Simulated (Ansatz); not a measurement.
**Geometry relaxation, with input and output: TaNH₄Cl₃OF**

The run: geometry relaxation of TaNH₄Cl₃OF. Method and program: RHF/def2-SVP (Ansatz 0.2.0).

It belongs to a series of runs on one base structure; here: end point A relaxed. Figures and captions count atoms from 1; the log counts them from 0 in places.

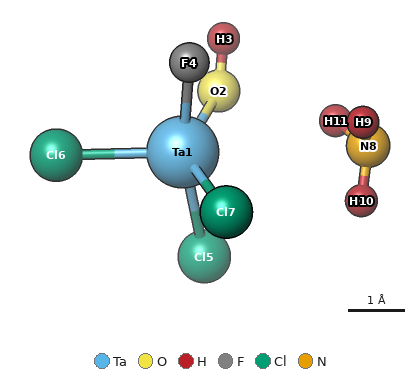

Fig. 1: The input geometry (ball-and-stick view, seen at a tilt; atoms are numbered from 1 in the order of the input). Sticks mark near contacts.

Key numbers:

| quantity | value |
| --- | --- |
| outcome | converged |
| total energy | −45324.3548 eV |
| mean-field energy | −45324.3548 eV |
| largest force (length of the vector) at the end | 0.031 eV/Å |
| hardware | 4 threads of Arm Neoverse N1, 24 GiB of memory available, shared host |
| wall time | 2.2 min (CPU time 8.1 min) |
| peak memory | 0.46 GiB |

The input:
```yaml
crystal:
  periodic: [false, false, false]
  atoms:
    - { symbol: Ta, position_ang: [-0.074251, 0.127122, -0.086899] }
    - { symbol: O, position_ang: [1.881683, 0.253036, -0.085664] }
    - { symbol: H, position_ang: [2.402763, 0.115898, 0.695531] }
    - { symbol: F, position_ang: [0.176945, -0.510468, 1.669312] }
    - { symbol: Cl, position_ang: [-0.021691, 0.506561, -2.393639] }
    - { symbol: Cl, position_ang: [-0.974319, 2.124201, 0.54411] }
    - { symbol: Cl, position_ang: [-1.766995, -1.456024, -0.308868] }
    - { symbol: "N", position_ang: [1.537259, -2.618611, -1.166739] }
    - { symbol: H, position_ang: [1.078782, -2.995835, -0.359602] }
    - { symbol: H, position_ang: [0.907805, -2.491709, -1.935122] }
    - { symbol: H, position_ang: [2.078618, -1.77497, -0.956519] }
basis:
  gaussian: { orbitals: def2-SVP }
hamiltonian:
  xc: hf
relax:
  f_tol: 0.03
  max_steps: 50
```

Run as:
```bash
ansatz run input.yaml --threads 4 --pin off --max-ram 5120MiB --backend cpu --events-out ev --progress --plain --runs-dir out
```

Log:
```
The last accepted step is kept in [file] (removed where the run ends without a failure and the disk answers)
Engine: ansatz 0.2.0, aarch64-unknown-linux-gnu
Functional definition: HF
  exchange = exact_x
  correlation = 0
1523 factors; integrals over basis functions are off by at most 3.3e-4 eV
mean field evaluation 1: about -45315.3690 eV, gradient 6.3e1 eV
mean field evaluation 2: about -45315.5725 eV, gradient 6.3e1 eV
mean field evaluation 4: about -45324.0302 eV, gradient 5.6e0 eV
mean field evaluation 8: about -45324.1457 eV, gradient 5.7e-1 eV
mean field -45324.14726365 eV, -1665.6316901288 hartree, gradient 5.4e-5 eV, S^2 0.000000; 0 other end points of the search recorded, 0 dependent functions left out
the calculation of the forces begins
reference -45324.14726365 eV, -1665.6316901288 hartree; 46, 46 occupied and 102, 102 virtual orbitals, 1523 factors
relax step   1: F+E_penalty+E_count = -45324.14726365 eV  Δ(F+E_penalty+E_count) = +0.000e0 eV  max|allowed force component| = 1.847e0 eV/Å  Δτ_max = 0.0000 Å  (40 SCF iters, accepted)
these checks for a lower state are left out or cut short: starts, cluster_reference, orbital_swaps, neighbouring_geometries, increment
1523 factors; integrals over basis functions are off by at most 3.1e-4 eV
mean field evaluation 16: about -45324.2500 eV, gradient 1.6e0 eV
mean field -45324.26133163 eV, -1665.6358820498 hartree, gradient 1.5e-5 eV, S^2 0.000000; 0 other end points of the search recorded, 0 dependent functions left out
[... from here on the field's lines of each further geometry are left out, up to the last ...]
relax step   2: F+E_penalty+E_count = -45324.26133163 eV  Δ(F+E_penalty+E_count) = -1.141e-1 eV  max|allowed force component| = 4.647e-1 eV/Å  Δτ_max = 0.1938 Å  (39 SCF iters, accepted)
relax step   3: F+E_penalty+E_count = -45324.27545039 eV  Δ(F+E_penalty+E_count) = -1.412e-2 eV  max|allowed force component| = 4.593e-1 eV/Å  Δτ_max = 0.1906 Å  (40 SCF iters, accepted)
relax step   4: F+E_penalty+E_count = -45324.28365980 eV  Δ(F+E_penalty+E_count) = -8.209e-3 eV  max|allowed force component| = 3.706e-1 eV/Å  Δτ_max = 0.0567 Å  (40 SCF iters, accepted)
relax step   5: F+E_penalty+E_count = -45324.29368103 eV  Δ(F+E_penalty+E_count) = -1.002e-2 eV  max|allowed force component| = 2.579e-1 eV/Å  Δτ_max = 0.0469 Å  (40 SCF iters, accepted)
relax step   6: F+E_penalty+E_count = -45324.31793376 eV  Δ(F+E_penalty+E_count) = -2.425e-2 eV  max|allowed force component| = 2.091e-1 eV/Å  Δτ_max = 0.1967 Å  (39 SCF iters, accepted)
relax step   7: F+E_penalty+E_count = -45324.32713452 eV  Δ(F+E_penalty+E_count) = -9.201e-3 eV  max|allowed force component| = 3.594e-1 eV/Å  Δτ_max = 0.1732 Å  (41 SCF iters, accepted)
relax step   8: F+E_penalty+E_count = -45324.32936994 eV  Δ(F+E_penalty+E_count) = -2.235e-3 eV  max|allowed force component| = 8.729e-1 eV/Å  Δτ_max = 0.0642 Å  (41 SCF iters, accepted)
relax step   9: F+E_penalty+E_count = -45324.32708889 eV  Δ(F+E_penalty+E_count) = +2.281e-3 eV  max|allowed force component| = 7.424e-1 eV/Å  Δτ_max = 0.2000 Å  (40 SCF iters, rejected (line search))
relax step  10: F+E_penalty+E_count = -45324.34080613 eV  Δ(F+E_penalty+E_count) = -1.144e-2 eV  max|allowed force component| = 1.682e-1 eV/Å  Δτ_max = 0.0970 Å  (40 SCF iters, accepted)
relax step  11: F+E_penalty+E_count = -45324.34307175 eV  Δ(F+E_penalty+E_count) = -2.266e-3 eV  max|allowed force component| = 1.668e-1 eV/Å  Δτ_max = 0.0515 Å  (40 SCF iters, accepted)
relax step  12: F+E_penalty+E_count = -45324.34596917 eV  Δ(F+E_penalty+E_count) = -2.897e-3 eV  max|allowed force component| = 2.837e-2 eV/Å  Δτ_max = 0.0699 Å  (40 SCF iters, accepted)
relax step  13: F+E_penalty+E_count = -45324.34688184 eV  Δ(F+E_penalty+E_count) = -9.127e-4 eV  max|allowed force component| = 9.509e-2 eV/Å  Δτ_max = 0.0790 Å  (39 SCF iters, accepted)
relax step  14: F+E_penalty+E_count = -45324.34710787 eV  Δ(F+E_penalty+E_count) = -2.260e-4 eV  max|allowed force component| = 1.488e-1 eV/Å  Δτ_max = 0.0738 Å  (41 SCF iters, accepted)
relax step  15: F+E_penalty+E_count = -45324.34827297 eV  Δ(F+E_penalty+E_count) = -1.165e-3 eV  max|allowed force component| = 8.133e-2 eV/Å  Δτ_max = 0.0251 Å  (41 SCF iters, accepted)
relax step  16: F+E_penalty+E_count = -45324.34912125 eV  Δ(F+E_penalty+E_count) = -8.483e-4 eV  max|allowed force component| = 7.034e-2 eV/Å  Δτ_max = 0.0413 Å  (39 SCF iters, accepted)
relax step  17: F+E_penalty+E_count = -45324.34964328 eV  Δ(F+E_penalty+E_count) = -5.220e-4 eV  max|allowed force component| = 5.859e-2 eV/Å  Δτ_max = 0.0366 Å  (40 SCF iters, accepted)
relax step  18: F+E_penalty+E_count = -45324.35013864 eV  Δ(F+E_penalty+E_count) = -4.954e-4 eV  max|allowed force component| = 8.149e-2 eV/Å  Δτ_max = 0.0535 Å  (40 SCF iters, accepted)
relax step  19: F+E_penalty+E_count = -45324.35064166 eV  Δ(F+E_penalty+E_count) = -5.030e-4 eV  max|allowed force component| = 8.313e-2 eV/Å  Δτ_max = 0.0344 Å  (41 SCF iters, accepted)
relax step  20: F+E_penalty+E_count = -45324.35084661 eV  Δ(F+E_penalty+E_count) = -2.050e-4 eV  max|allowed force component| = 1.283e-1 eV/Å  Δτ_max = 0.0770 Å  (40 SCF iters, accepted)
relax step  21: F+E_penalty+E_count = -45324.35092398 eV  Δ(F+E_penalty+E_count) = -7.737e-5 eV  max|allowed force component| = 1.385e-1 eV/Å  Δτ_max = 0.0342 Å  (41 SCF iters, accepted)
relax step  22: F+E_penalty+E_count = -45324.35182151 eV  Δ(F+E_penalty+E_count) = -8.975e-4 eV  max|allowed force component| = 7.090e-2 eV/Å  Δτ_max = 0.0255 Å  (42 SCF iters, accepted)
relax step  23: F+E_penalty+E_count = -45324.35202267 eV  Δ(F+E_penalty+E_count) = -2.012e-4 eV  max|allowed force component| = 5.038e-2 eV/Å  Δτ_max = 0.0144 Å  (41 SCF iters, accepted)
relax step  24: F+E_penalty+E_count = -45324.35235771 eV  Δ(F+E_penalty+E_count) = -3.350e-4 eV  max|allowed force component| = 3.939e-2 eV/Å  Δτ_max = 0.0163 Å  (41 SCF iters, accepted)
relax step  25: F+E_penalty+E_count = -45324.35268037 eV  Δ(F+E_penalty+E_count) = -3.227e-4 eV  max|allowed force component| = 6.952e-2 eV/Å  Δτ_max = 0.0469 Å  (40 SCF iters, accepted)
relax step  26: F+E_penalty+E_count = -45324.35293280 eV  Δ(F+E_penalty+E_count) = -2.524e-4 eV  max|allowed force component| = 5.714e-2 eV/Å  Δτ_max = 0.0155 Å  (41 SCF iters, accepted)
relax step  27: F+E_penalty+E_count = -45324.35344046 eV  Δ(F+E_penalty+E_count) = -5.077e-4 eV  max|allowed force component| = 4.553e-2 eV/Å  Δτ_max = 0.0431 Å  (40 SCF iters, accepted)
relax step  28: F+E_penalty+E_count = -45324.35343495 eV  Δ(F+E_penalty+E_count) = +5.515e-6 eV  max|allowed force component| = 1.029e-1 eV/Å  Δτ_max = 0.0608 Å  (40 SCF iters, rejected (line search))
relax step  29: F+E_penalty+E_count = -45324.35377668 eV  Δ(F+E_penalty+E_count) = -3.362e-4 eV  max|allowed force component| = 2.395e-2 eV/Å  Δτ_max = 0.0297 Å  (40 SCF iters, accepted)
relax step  30: F+E_penalty+E_count = -45324.35111613 eV  Δ(F+E_penalty+E_count) = +2.661e-3 eV  max|allowed force component| = 2.203e-1 eV/Å  Δτ_max = 0.0979 Å  (40 SCF iters, rejected (line search))
relax step  31: F+E_penalty+E_count = -45324.35405977 eV  Δ(F+E_penalty+E_count) = -2.831e-4 eV  max|allowed force component| = 5.562e-2 eV/Å  Δτ_max = 0.0363 Å  (40 SCF iters, accepted)
relax step  32: F+E_penalty+E_count = -45324.35434527 eV  Δ(F+E_penalty+E_count) = -2.855e-4 eV  max|allowed force component| = 6.999e-2 eV/Å  Δτ_max = 0.0487 Å  (40 SCF iters, accepted)
relax step  33: F+E_penalty+E_count = -45324.35449664 eV  Δ(F+E_penalty+E_count) = -1.514e-4 eV  max|allowed force component| = 3.389e-2 eV/Å  Δτ_max = 0.0056 Å  (40 SCF iters, accepted)
relax step  34: F+E_penalty+E_count = -45324.35465896 eV  Δ(F+E_penalty+E_count) = -1.623e-4 eV  max|allowed force component| = 3.046e-3 eV/Å  Δτ_max = 0.0149 Å  (41 SCF iters, accepted)
the calculation of the forces begins
reference -45324.35478631 eV, -1665.6393164458 hartree; 46, 46 occupied and 102, 102 virtual orbitals, 1523 factors
relax step  35: F+E_penalty+E_count = -45324.35478631 eV  Δ(F+E_penalty+E_count) = -1.273e-4 eV  max|allowed force component| = 2.442e-2 eV/Å  Δτ_max = 0.0373 Å  (40 SCF iters, accepted)
1523 factors; integrals over basis functions are off by at most 3.4e-4 eV
mean field evaluation 320: about -45324.0182 eV, gradient 1.4e0 eV
```

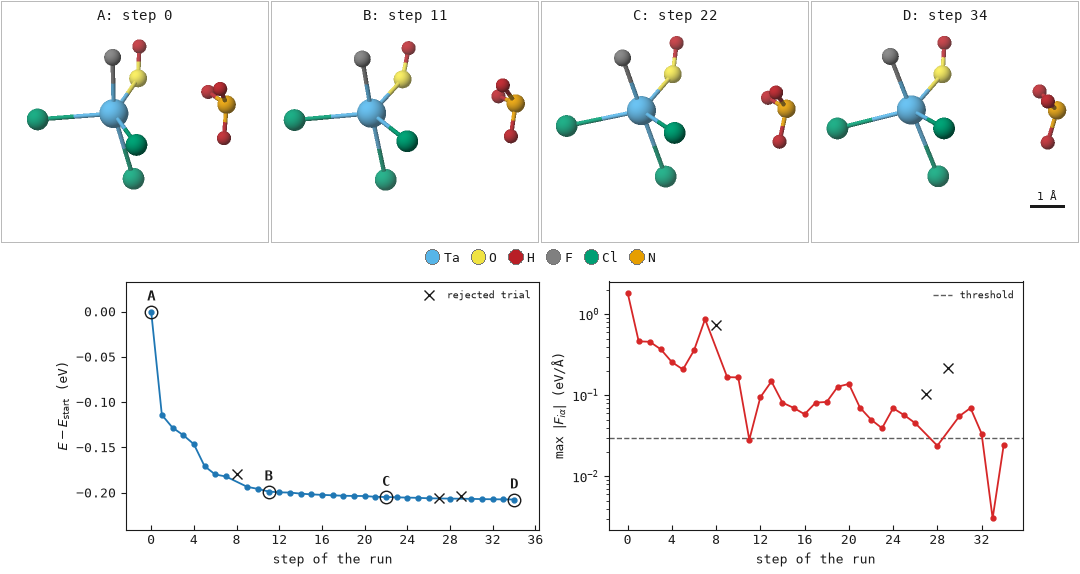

Fig. 2: Frames of the relaxation (ball-and-stick view, seen at a tilt) above the curves, on which the letters mark them (the first geometry is step 0 here and step 1 in the log).

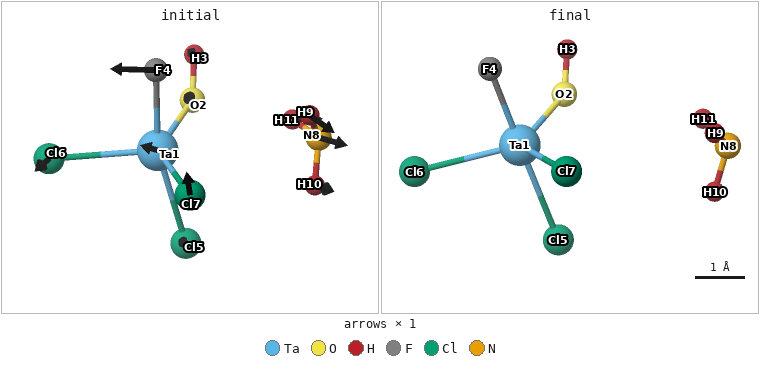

Fig. 3: Before (left) and after (right) the relaxation, at one scale (ball-and-stick view, seen at a tilt). The black arrows give the displacements, at true length. After 34 geometry steps the energy has fallen by 0.208 eV. The largest force component goes from 1.8 to 0.024 eV/Å. The line search rejected the trial steps at points 8, 27, 29 (counted from 0) and went back. The atom that moves furthest after the best rigid fit is F4 (0.96 Å). Largest moves by element: F 0.96 Å, H 0.64 Å, N 0.64 Å, Cl 0.50 Å, Ta 0.39 Å, O 0.37 Å. Distances before and after: Ta1–O2 1.960 → 1.856 Å, Ta1–Cl6 2.280 → 2.311 Å, N8–H11 1.024 → 1.005 Å, Ta1–Cl5 2.338 → 2.352 Å. Among the angles that change: O2–Ta1–Cl7 140.3° → 119.8°, F4–Ta1–Cl5 166.1° → 179.4°, Ta1–O2–H3 122.6° → 134.5°. (Atoms are counted from 1 in the order of the input.)

```
mean field -45324.35478631 eV, -1665.6393164458 hartree, gradient 1.6e-5 eV, S^2 0.000000; 1 other end points of the search recorded, 0 dependent functions left out
the calculation of the forces begins
reference -45324.35478631 eV, -1665.6393164458 hartree; 46, 46 occupied and 102, 102 virtual orbitals, 1523 factors
Total energy: -45324.35478631 eV, -1665.6393164458 hartree
Atom 0 at    -0.194287     0.413404     0.138432 Å, force     0.005429    -0.001594    -0.007632 eV/Å
Atom 1 at     1.649734     0.208340     0.202411 Å, force    -0.009708     0.003779     0.000155 eV/Å
Atom 2 at     2.289074     0.149807     0.900957 Å, force     0.006788    -0.001138     0.001909 eV/Å
Atom 3 at    -0.194585     0.325193     2.023160 Å, force    -0.000643     0.000997     0.004207 eV/Å
Atom 4 at    -0.177881     0.502931    -2.211640 Å, force     0.000117    -0.001222    -0.000478 eV/Å
Atom 5 at    -1.070167     2.545582     0.299487 Å, force    -0.000068     0.000569     0.001521 eV/Å
Atom 6 at    -1.562356    -1.456836     0.131384 Å, force    -0.001156    -0.001371     0.000681 eV/Å
Atom 7 at     1.777215    -3.057496    -1.553005 Å, force    -0.010368     0.024420     0.006383 eV/Å
Atom 8 at     1.123239    -3.371788    -0.857151 Å, force     0.012935     0.007141    -0.016657 eV/Å
Atom 9 at     1.250328    -2.653921    -2.308518 Å, force     0.015266    -0.009470     0.022239 eV/Å
Atom 10 at     2.336284    -2.326014    -1.149616 Å, force    -0.018592    -0.022112    -0.012330 eV/Å
Dipole moment:     0.249802     0.239564     0.369472 e Å
```

Trajectory as extended XYZ (Å, eV, eV/Å), 9 of the 35 frames kept, from step=1 to step=35:
```
11
Properties=species:S:1:pos:R:3:forces:R:3 step=1 energy=-45324.14726
Ta   -0.0743    0.1271   -0.0869    1.8474   0.2907  -0.0033
O     1.8817    0.2530   -0.0857   -1.8082   0.0303   0.0371
H     2.4028    0.1159    0.6955   -0.0058   0.0025   0.0061
F     0.1769   -0.5105    1.6693   -0.0211  -0.0760   0.0119
Cl   -0.0217    0.5066   -2.3936   -0.0151  -0.0074  -0.0067
Cl   -0.9743    2.1242    0.5441   -0.0130  -0.0331  -0.0033
Cl   -1.7670   -1.4560   -0.3089   -0.0132  -0.0157   0.0053
N     1.5373   -2.6186   -1.1667    0.5359   0.8669   0.3258
H     1.0788   -2.9958   -0.3596    0.0058  -0.0384  -0.0143
H     0.9078   -2.4917   -1.9351    0.0213   0.0119  -0.0083
H     2.0786   -1.7750   -0.9565   -0.5339  -1.0317  -0.3503
11
Properties=species:S:1:pos:R:3:forces:R:3 step=5 energy=-45324.29368
Ta   -0.1047    0.2737   -0.0484    0.0118  -0.0763  -0.0386
O     1.7676    0.3881   -0.0354   -0.0012  -0.0516   0.1268
H     2.3383    0.1747    0.6947    0.0002   0.0293  -0.1121
F     0.1195   -0.4426    1.6861   -0.0209   0.0408   0.0273
Cl   -0.0678    0.6671   -2.3583   -0.0299   0.0164   0.0186
Cl   -1.0448    2.2415    0.6287   -0.0124   0.0267   0.0095
Cl   -1.6941   -1.4197   -0.3383    0.0365   0.0402  -0.0268
N     1.5893   -2.8358   -1.2206    0.0950   0.0506  -0.0036
H     1.1482   -3.0560   -0.3447    0.0586   0.0806  -0.1225
H     0.9054   -2.6123   -1.9229    0.1202   0.0137   0.1430
H     2.2698   -2.0993   -1.1250   -0.2579  -0.1705  -0.0215
11
Properties=species:S:1:pos:R:3:forces:R:3 step=9 energy=-45324.32709 accepted=F
Ta   -0.2153    0.4920    0.0314    0.2996  -0.1508   0.0968
O     1.6425    0.3650    0.0113   -0.6532   0.2029  -0.7424
H     2.2362    0.1515    0.7013    0.5978  -0.1933   0.6664
F    -0.0835   -0.0327    1.8451   -0.1316   0.0424  -0.0690
Cl   -0.2366    1.0473   -2.2488   -0.0314   0.0091   0.0333
Cl   -1.1040    2.5169    0.6882   -0.0607  -0.0323  -0.0132
Cl   -1.5216   -1.3933   -0.3363   -0.0289   0.1051   0.0338
N     1.7815   -3.1689   -1.3521    0.0074  -0.0053  -0.0583
H     1.3781   -3.3771   -0.4567   -0.0269   0.0025   0.0368
H     1.0303   -2.9968   -1.9975    0.0211  -0.0026   0.0202
H     2.3191   -2.3248   -1.2700    0.0068   0.0223  -0.0045
11
Properties=species:S:1:pos:R:3:forces:R:3 step=14 energy=-45324.34711
Ta   -0.2024    0.4498    0.0788   -0.0675   0.0930   0.0893
O     1.6406    0.2296    0.1071    0.0487  -0.0267   0.0637
H     2.2900    0.0530    0.7780   -0.0680   0.0284  -0.0616
F    -0.1955    0.0945    1.9372   -0.0035   0.0175  -0.1488
Cl   -0.1849    0.8391   -2.2428    0.0069   0.0094   0.0827
Cl   -1.0685    2.5497    0.5386    0.0695  -0.1340  -0.0496
Cl   -1.6079   -1.3745   -0.1831    0.0184   0.0029   0.0270
N     1.8119   -3.0805   -1.4141    0.0514   0.0164  -0.0405
H     1.4023   -3.2705   -0.5172   -0.0195   0.0140   0.0138
H     1.0704   -3.0248   -2.0905    0.0168   0.0266   0.0292
H     2.2705   -2.1864   -1.3762   -0.0533  -0.0476  -0.0051
11
Properties=species:S:1:pos:R:3:forces:R:3 step=18 energy=-45324.35014
Ta   -0.2011    0.4284    0.0996   -0.0102   0.0276   0.0639
O     1.6366    0.1915    0.1642   -0.0344   0.0104  -0.0314
H     2.2995    0.0700    0.8309    0.0079  -0.0101   0.0259
F    -0.2391    0.1627    1.9699    0.0023   0.0097  -0.0815
Cl   -0.1601    0.7335   -2.2331    0.0001  -0.0129   0.0327
Cl   -1.0332    2.5583    0.4510    0.0151  -0.0534  -0.0111
Cl   -1.6048   -1.4076   -0.1005    0.0213   0.0250   0.0044
N     1.8077   -3.0581   -1.4618   -0.0203   0.0184   0.0160
H     1.3842   -3.2638   -0.5734    0.0138   0.0047  -0.0233
H     1.0693   -2.9685   -2.1381    0.0110   0.0012   0.0035
H     2.2675   -2.1671   -1.3928   -0.0067  -0.0207   0.0009
11
Properties=species:S:1:pos:R:3:forces:R:3 step=22 energy=-45324.35182
Ta   -0.1983    0.4148    0.1191    0.0258   0.0063   0.0060
O     1.6388    0.1871    0.2042    0.0119  -0.0047  -0.0114
H     2.3014    0.0840    0.8749   -0.0147  -0.0001   0.0093
F    -0.2477    0.2312    1.9968   -0.0070   0.0022  -0.0181
Cl   -0.1425    0.6215   -2.2240   -0.0070  -0.0122   0.0046
Cl   -1.0335    2.5548    0.3676   -0.0117  -0.0034   0.0091
Cl   -1.5889   -1.4363   -0.0114    0.0033   0.0126   0.0039
N     1.7895   -3.0450   -1.5092   -0.0446   0.0709  -0.0072
H     1.3242   -3.2899   -0.6519    0.0155   0.0029  -0.0340
H     1.0803   -2.8486   -2.1960    0.0540  -0.0192   0.0459
H     2.3034   -2.1943   -1.3543   -0.0255  -0.0554  -0.0080
11
Properties=species:S:1:pos:R:3:forces:R:3 step=27 energy=-45324.35344
Ta   -0.1946    0.4165    0.1271    0.0031   0.0066   0.0099
O     1.6453    0.2013    0.2043    0.0096  -0.0011  -0.0124
H     2.3041    0.1136    0.8810   -0.0104   0.0021   0.0081
F    -0.2263    0.2702    2.0080    0.0005  -0.0021  -0.0017
Cl   -0.1579    0.5735   -2.2197   -0.0023   0.0014   0.0020
Cl   -1.0557    2.5503    0.3442    0.0022  -0.0058  -0.0067
Cl   -1.5739   -1.4445    0.0467   -0.0025  -0.0021   0.0026
N     1.7838   -3.0509   -1.5236   -0.0247   0.0108   0.0210
H     1.2274   -3.3349   -0.7351    0.0297   0.0231  -0.0455
H     1.1561   -2.7738   -2.2589    0.0246  -0.0017   0.0309
H     2.3184   -2.2421   -1.2581   -0.0298  -0.0312  -0.0081
11
Properties=species:S:1:pos:R:3:forces:R:3 step=31 energy=-45324.35406
Ta   -0.1900    0.4135    0.1300   -0.0556  -0.0006   0.0064
O     1.6515    0.2050    0.2039    0.0193  -0.0004  -0.0088
H     2.3025    0.1294    0.8898   -0.0053   0.0003  -0.0012
F    -0.2122    0.2865    2.0125    0.0061   0.0058  -0.0039
Cl   -0.1683    0.5469   -2.2184    0.0140  -0.0063   0.0036
Cl   -1.0640    2.5436    0.3249    0.0102   0.0020   0.0060
Cl   -1.5704   -1.4481    0.0778    0.0115  -0.0017  -0.0008
N     1.7793   -3.0519   -1.5325   -0.0024   0.0001  -0.0027
H     1.1823   -3.3494   -0.7809    0.0004   0.0015  -0.0026
H     1.1920   -2.7249   -2.2797    0.0018   0.0008   0.0011
H     2.3239   -2.2713   -1.2114    0.0000  -0.0016   0.0028
11
Properties=species:S:1:pos:R:3:forces:R:3 step=35 energy=-45324.35479
Ta   -0.1943    0.4134    0.1384    0.0054  -0.0016  -0.0076
O     1.6497    0.2083    0.2024   -0.0097   0.0038   0.0002
H     2.2891    0.1498    0.9010    0.0068  -0.0011   0.0019
F    -0.1946    0.3252    2.0232   -0.0006   0.0010   0.0042
Cl   -0.1779    0.5029   -2.2116    0.0001  -0.0012  -0.0005
Cl   -1.0702    2.5456    0.2995   -0.0001   0.0006   0.0015
Cl   -1.5624   -1.4568    0.1314   -0.0012  -0.0014   0.0007
N     1.7772   -3.0575   -1.5530   -0.0104   0.0244   0.0064
H     1.1232   -3.3718   -0.8572    0.0129   0.0071  -0.0167
H     1.2503   -2.6539   -2.3085    0.0153  -0.0095   0.0222
H     2.3363   -2.3260   -1.1496   -0.0186  -0.0221  -0.0123
```
